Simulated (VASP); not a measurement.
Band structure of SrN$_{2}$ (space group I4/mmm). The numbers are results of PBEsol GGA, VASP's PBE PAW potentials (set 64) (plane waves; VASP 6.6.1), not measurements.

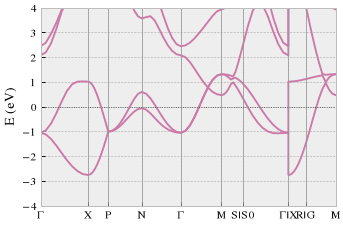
Bands along high-symmetry lines, zero at the valence-band maximum or, without a gap, the Fermi level

**Question.** Read the plot: is there a gap, and where are the band edges?

**Answer.** It has no gap at this level: it comes out as a metal or semimetal. (Edges off the drawn lines would not show.)

The structure comes from a computed database's SrN2 entry (I4/mmm); how it stands against other phases isn't given here. It was relaxed first.
